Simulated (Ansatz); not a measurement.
# Preparing Be3N2 (P6_3/mmc) as a host crystal, part 5 of 5

Before any defect goes in: Be3N2 (P6_3/mmc) at rest, and how it screens a charge.

Ansatz 0.2.0; plane-wave PAW DFT, PBEsol; relaxation of the host's cell and atoms (the session's first sound run).

So far. Step 3 (Dielectric tensors of the host): The principal values of the electronic dielectric tensor are 4.54, 4.54 and 5.47. The principal values of the static dielectric tensor are 11.71, 11.71 and 32.82.

## 7. Defect free supercell relaxed from displaced atoms (continued)

Level of this step: plane-wave PAW DFT, PBEsol; relaxation of the defect-free supercell from random displacements, a test of the host's stability (Ansatz).

Relaxation path:

```
step  energy less that of the first step (eV)  largest force component (eV/Å)
   1                                   0.0000                          3.6786
   2                                  -4.3054                          1.8299
   3                                  -6.3201                          0.0323
   4                                  -6.3201                          0.0321
   5                                  -6.3261                          0.0045
```

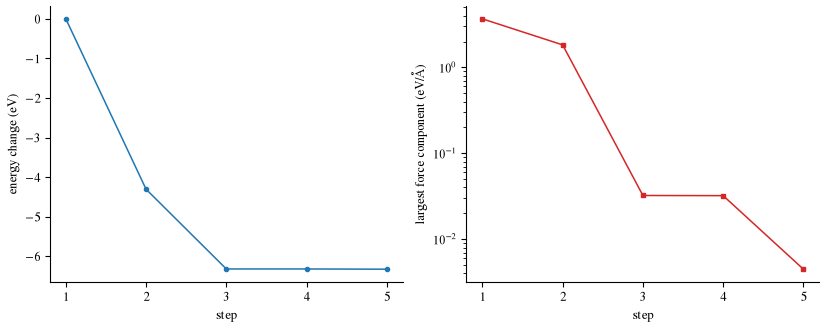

Energy and largest force along the relaxation.

The atoms that moved most (Å, from the sites as typed, ahead of the random displacement, the mean shift of all atoms taken out):

```
atom     dx     dy      dz  length
Be76  0.000  0.000  -0.017   0.017
Be73  0.000  0.000  -0.017   0.017
Be13  0.000  0.000  -0.013   0.013
Be15  0.000  0.000   0.013   0.013
Be18  0.000  0.000   0.013   0.013
Be43  0.000  0.001  -0.013   0.013
Be16  0.000  0.000  -0.012   0.012
Be46  0.000  0.000  -0.011   0.011
```

The relaxation ends 53 meV an atom lower than the displaced start, with a largest force component of 0.0045 eV/Å.

## 8. Summary of results

- primitive cell vectors, lengths: 2.837, 2.837, 9.710 Å
- electronic dielectric constant: principal values (4.54, 4.54, 5.47)
- static dielectric constant: principal values (11.71, 11.71, 32.82)
- gap on the k-mesh of the response run (PBEsol): 3.25 eV
- supercell relaxed in its symmetry less the displaced and relaxed one: 0.000 eV
- energy an atom at one point at (¼, ¼, ¼) less that on the dense mesh: -0.001 eV

**Reading.** Step 7: The energy fell by 6.326 eV from the randomly displaced start; against the sites as typed, Be76 ends farthest off, by 0.02 Å, once the mean shift is taken out. The displaced cell ends within 0.01 eV of the symmetric one relaxed in its symmetry, so no lower structure shows in this supercell. The k-mesh can miss the band edges, so this gap is an upper bound at this level. All at zero temperature.

[Logs are printed without paths, hosts, clocks, repeated set-up lines and the standing remarks that a program may print on its own settings, such as how far it seeks lower states.]

[Hosts, paths, dates, database ids (printed as entryN), source tags and the programs' standing remarks are cut or masked in the printed files.]

[Runs of the host that timed out are not shown.]

[For some hosts the program warned that the k-mesh of the response run may be too coarse for force constants and the static dielectric constant; such warnings are not always shown.]
